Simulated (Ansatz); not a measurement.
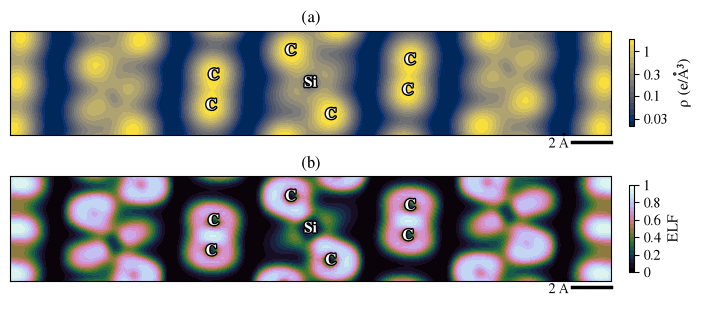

*SiC$_{4}$. (a) valence electron density; (b) ELF on the (111) plane of the conventional cell.*

Space group R-3m; a structure generated by program, which may or may not match a known phase.

Computed with DFT PBE, scalar-relativistic, plane waves, PAW in Ansatz 0.2.0.

The density is the valence pseudo-density of a PAW calculation; it isn't the true density close to the nuclei.

What do the fields say about this system?

Answer. The section cuts through Si and C sites. Atoms just off the plane (Si, 0.4 Å away and C, 0.4 Å away) can leave unmarked features too. C–C (1.52 Å): ρ at the midpoint is about 1.7 e/Å³; the ELF peaks at about 0.95 between the atoms. Si–C (1.90 Å): the density is about 0.78 e/Å³ at the midpoint; the ELF peaks at about 0.85 between the atoms. Between the atoms the lowest density in this plane is 0.01 e/Å³.
